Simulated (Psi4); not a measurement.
**M06-2X/6-311+G(d,p) run of CH2BClN− (SMILES N#C[BH2-]Cl)**

What is the vertical ionisation energy of CH2BClN− at M06-2X/6-311+G**? 

The results are computed with Psi4 1.11.

3 further runs of the same task are left out: 3 set aside as unsound or not needed.

**1. The molecule**

CH2BClN−: 6 atoms, total charge -1, spin state singlet. As SMILES, `N#C[BH2-]Cl`. Geometry: relaxed at GFN2-xTB.

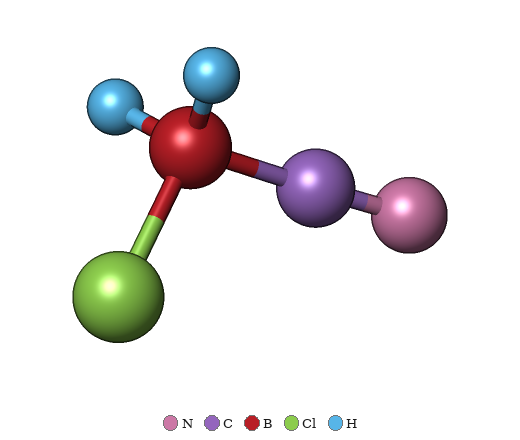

Viewed from a chosen angle; nitrogen pink, carbon purple, boron red, chlorine green, hydrogen blue.

**2. Energy and forces at M06-2X/6-311+G(d,p)**

Contents of calc.dat:

```
memory 1600 mb

molecule system {
  -1 1
  N      1.41434662    -3.68271717     1.51852722
  C      0.76959096    -1.74208182     0.76227772
  B     -0.02800574     0.90054898    -0.22773090
  Cl    -3.31883151     0.54216243    -1.62990768
  H      1.34648656     1.58827701    -1.90484393
  H     -0.18358689     2.39381057     1.48169646
  units au
  symmetry c1
}

set {
  basis 6-311+G**
  puream true
  e_convergence 1e-09
  d_convergence 1e-08
  scf_type pk
  dft_radial_points 99
  dft_spherical_points 590
}

gradient("m06-2x")
print_variables()
```

Started as:

```
psi4 calc.dat calc.out -n 1
```

calc.out:

```text
[...]
  Running in c1 symmetry.
[...]
  Nuclear repulsion =  112.953645730134340
[...]
  Multiplicity = 1
[...]
  Nalpha       = 19
  Nbeta        = 19
[...]
    Number of basis functions: 108
[...]
   @RKS iter   1:  -579.01687318525489   -8.01712e-01   5.37312e-03 ADIIS/DIIS
[...]
   @RKS iter  12:  -579.20699230493801   -1.02318e-12   2.60288e-09 DIIS
[...]
    Orbital Energies [Eh]
    ---------------------
    Doubly Occupied:
       1A   -102.452598     2A    -14.560424     3A    -10.371524
       4A     -9.596092     5A     -7.319402     6A     -7.315763
       7A     -7.315684     8A     -6.854118     9A     -0.826884
      10A     -0.709140    11A     -0.470452    12A     -0.312848
      13A     -0.270891    14A     -0.263013    15A     -0.252845
      16A     -0.209526    17A     -0.201587    18A     -0.169807
      19A     -0.152222
[...]
  @RKS Final Energy:  -579.20699230493801
   => Energetics <=
    Nuclear Repulsion Energy =            112.9536457301343404
    One-Electron Energy =               -1027.4145204616770570
    Two-Electron Energy =                 356.9672590295997452
    DFT Exchange-Correlation Energy =     -21.7133766029949697
    Empirical Dispersion Energy =           0.0000000000000000
    VV10 Nonlocal Energy =                  0.0000000000000000
    Total Energy =                       -579.2069923049380122
[...]
 Multipole Moments:
 ------------------------------------------------------------------------------------
     Multipole            Electronic (a.u.)      Nuclear  (a.u.)        Total (a.u.)
 ------------------------------------------------------------------------------------
 L = 1.  Multiply by 2.5417464519 to convert [e a0] to [Debye]
 Dipole X            :         -2.6680343            2.1984037           -0.4696306
 Dipole Y            :         -0.8667036            1.2648560            0.3981524
 Dipole Z            :         -1.0007113            0.6928650           -0.3078463
 Magnitude           :                                                    0.6883659
[...]
  -Total Gradient:
     Atom            X                  Y                   Z
    ------   -----------------  -----------------  -----------------
       1       -0.001636979808     0.004652334082    -0.001811481252
       2       -0.006423222083     0.010796213084    -0.005534552260
       3        0.002180598359    -0.014400725863     0.004388446403
       4        0.010038919278    -0.000437935439     0.004635758951
       5       -0.002128146412    -0.000303471320    -0.000809489782
       6       -0.002058975269    -0.000305802715    -0.000882194985
[...]
```

Run time: 28 s. Hardware: 1 thread of Intel Xeon 6975P-C (Granite Rapids), shared host; peak memory 0.6 GiB.

**3. Doublet neutral CH2BClN, same level**

Contents of job.inp:

```
memory 1600 MB

molecule mol {
  0 2
  N      1.41434662    -3.68271717     1.51852722
  C      0.76959096    -1.74208182     0.76227772
  B     -0.02800574     0.90054898    -0.22773090
  Cl    -3.31883151     0.54216243    -1.62990768
  H      1.34648656     1.58827701    -1.90484393
  H     -0.18358689     2.39381057     1.48169646
  units bohr
  symmetry c1
}

set globals {
  reference            uks
  puream               true
  e_convergence        1e-09
  d_convergence        1e-08
  scf_type             pk
  dft_radial_points    99
  dft_spherical_points 590
  maxiter              200
}

gradient('m06-2x/6-311+G**')
```

Started as:

```
psi4 -i job.inp -o job.out -n 1
```

job.out, cut to the lines that bear on the results:

```text
[...]
  Running in c1 symmetry.
[...]
  Nuclear repulsion =  112.953645730134340
[...]
  Multiplicity = 2
[...]
  Nalpha       = 19
  Nbeta        = 18
[...]
    Number of basis functions: 108
[...]
   @UKS iter   1:  -578.82216610719297   -6.07005e-01   5.22757e-03 DIIS/ADIIS
[...]
   @UKS iter  17:  -579.00992682290575   -1.14824e-11   6.76686e-09 DIIS
[...]
   @S^2 Observed:                7.567716669E-01
[...]
  @UKS Final Energy:  -579.00992682290575
   => Energetics <=
    Nuclear Repulsion Energy =            112.9536457301343404
    One-Electron Energy =               -1018.3131483142883553
    Two-Electron Energy =                 347.8995947678964740
    DFT Exchange-Correlation Energy =     -21.5500190066481423
    Empirical Dispersion Energy =           0.0000000000000000
    VV10 Nonlocal Energy =                  0.0000000000000000
    Total Energy =                       -579.0099268229057543
[...]
 Multipole Moments:
 ------------------------------------------------------------------------------------
     Multipole            Electronic (a.u.)      Nuclear  (a.u.)        Total (a.u.)
 ------------------------------------------------------------------------------------
 L = 1.  Multiply by 2.5417464519 to convert [e a0] to [Debye]
 Dipole X            :         -2.6700608            2.1984037           -0.4716571
 Dipole Y            :         -0.0444567            1.2648560            1.2203992
 Dipole Z            :         -1.1973328            0.6928650           -0.5044678
 Magnitude           :                                                    1.4022562
[...]
  -Total Gradient:
     Atom            X                  Y                   Z
    ------   -----------------  -----------------  -----------------
       1       -0.000752063199     0.002018678170    -0.000791827743
       2       -0.002958836285    -0.001752967851    -0.000972931537
       3        0.029065298503     0.038652187707     0.003936702023
       4       -0.020606982931    -0.009160971974    -0.007141765309
       5       -0.003308805982    -0.014417934504     0.004477908633
       6       -0.001475128353    -0.015349847313     0.000477244366
[...]
```

Run time: 52 s. Hardware: 1 thread of Intel Xeon 6975P-C (Granite Rapids), shared host; peak memory 0.6 GiB.

**4. Outcome**

At M06-2X/6-311+G**:

| quantity | value |
| --- | --- |
| singlet CH2BClN−: total energy | -579.20699 Eh |
| singlet CH2BClN−: HOMO energy | -4.14 eV |
| singlet CH2BClN−: LUMO energy | 3.73 eV |
| singlet CH2BClN−: HOMO–LUMO gap (to an unbound level, set by the basis) | 7.87 eV |
| singlet CH2BClN−: largest force on an atom | 0.782 eV/Å |
| doublet neutral CH2BClN: total energy | -579.00993 Eh |
| doublet neutral CH2BClN: dipole moment | 3.56 D |
| doublet neutral CH2BClN: HOMO energy (highest over α and β) | -10.79 eV |
| doublet neutral CH2BClN: LUMO energy (lowest over α and β) | -6.66 eV |
| doublet neutral CH2BClN: ⟨S²⟩ | 0.757 |
| doublet neutral CH2BClN: largest force on an atom | 2.495 eV/Å |
| vertical detachment energy (to the doublet neutral) | 5.362 eV |

Removing an electron at fixed nuclei costs 5.36 eV (124 kcal/mol). The largest force (singlet CH2BClN−) is 0.78 eV/Å: the shape isn't a stationary point for this species at this level. −ε(HOMO) before ionisation, 4.14 eV, is 1.22 eV below this ionisation energy.
